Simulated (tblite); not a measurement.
# Frequency calculation, with input and output: C₈H₇

C₈H₇, multiplicity 2, computed with GFN2-xTB harmonic vibrations, gas phase (tblite 0.8.0).

It belongs to a series of runs on one base structure; here: H removed from sp3 C.

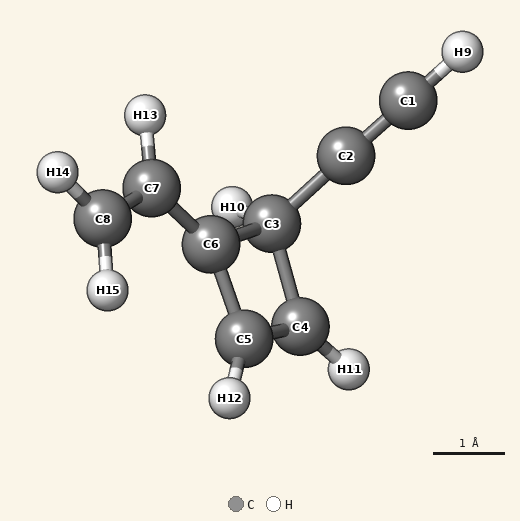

Figure 1. The input geometry (ball-and-stick view, seen at a tilt; atoms are numbered from 1 in the order of the input). Bond lengths as drawn: C–C 1.20 to 1.53 Å and C–H 1.05 to 1.09 Å.

Summary:

```csv
quantity,value
outcome,converged
total energy,−557.5747 eV
zero-point energy,70.7700 kcal/mol
hardware,"1 CPU thread, shared host"
wall time,0.65 s
peak memory,0.18 GiB
```

The input:
```
{"job": {"kind": "ir", "xc": "GFN2-xTB", "basis": "xTB"}, "charge": 0, "multiplicity": 2}
C     -2.446768    -1.318673     1.300012
C     -1.708103    -1.072065     0.390200
C     -0.817916    -0.736791    -0.693221
C     -1.197041     0.498871    -1.501183
C     -0.081610     1.172505    -1.105929
C      0.403708     0.104956    -0.302183
C      1.481944    -0.145192     0.539965
C      2.489019     0.731904     0.778448
H     -3.094489    -1.548985     2.092084
H     -0.588003    -1.626235    -1.287263
H     -2.050653     0.716947    -2.111372
H      0.301259     2.153577    -1.321895
H      1.497721    -1.114172     1.024926
H      3.302385     0.489749     1.438010
H      2.504135     1.701595     0.313005
```

The first line tells a small driver script what to run in tblite; the rest is the geometry in Å.

Command:
```bash
OMP_NUM_THREADS=1 python <driver script> task.json out
```

The program's output:
```
mode    cm-1     km/mol
  1      83.4      0.10
  2     121.0      0.06
  3     164.9      0.17
  4     201.5      0.11
  5     223.1      0.93
  6     333.5      1.53
  7     388.2      1.99
  8     493.2      0.88
  9     523.4      0.41
 10     617.5      5.72
 11     646.3     16.87
 12     663.0     17.40
 13     687.4      6.54
 14     725.0      5.63
 15     802.8     16.13
 16     844.9     12.63
 17     907.2      6.98
 18     952.8      3.01
 19     962.1      7.35
 20    1010.0      0.60
 21    1033.4      0.98
 22    1085.5      0.56
 23    1110.1      8.61
 24    1121.5      2.77
 25    1202.2      0.82
 26    1260.0      2.69
 27    1274.9      0.28
 28    1371.2      0.29
 29    1416.7      0.36
 30    1518.8      1.65
 31    1569.3      1.11
 32    2281.7     12.89
 33    2923.6     39.23
 34    3046.2     28.07
 35    3117.0      2.57
 36    3119.3     46.58
 37    3150.2     36.43
 38    3153.8     28.81
 39    3397.4      3.60
```

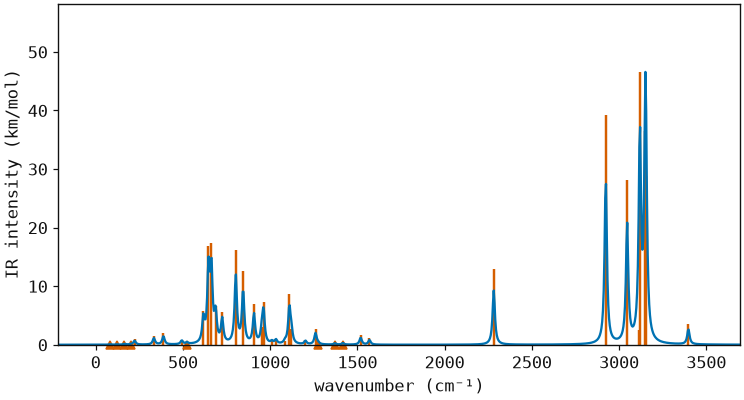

Figure 2. Harmonic infrared spectrum, unscaled: sticks (degenerate modes added up, dark ones marked on the axis) with a Lorentzian envelope of 16 cm⁻¹ full width, scaled to the tallest stick. 39 modes from 83 to 3397 cm⁻¹, none imaginary. The strongest line is at 3119 cm⁻¹ (47 km/mol).
